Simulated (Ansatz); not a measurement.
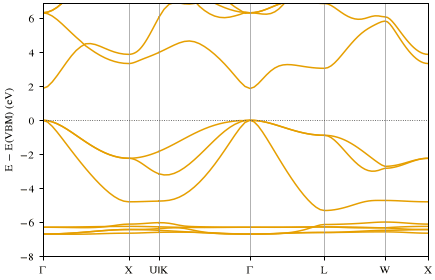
Fig. 1. Band structure from the program Ansatz at the r²SCAN level (PAW)

Task: Read off the gap and where the band edges lie.

Result: About 1.9 eV (1.87 eV by a search for the band edges); maximum at Γ, minimum at Γ.

Task: Pick the material that matches.
A. GaAs, zinc blende
B. Ge, diamond
C. ZnSe, zinc blende

Result: C, ZnSe, zinc blende

Space group F-43m (zinc blende). The r²SCAN relaxation kept the symmetry of its start; phonons on a q-mesh show no instability. Scalar-relativistic: spin–orbit coupling is off unless named, which matters more the heavier the elements.

Potentials: the later of the program's two PAW sets.
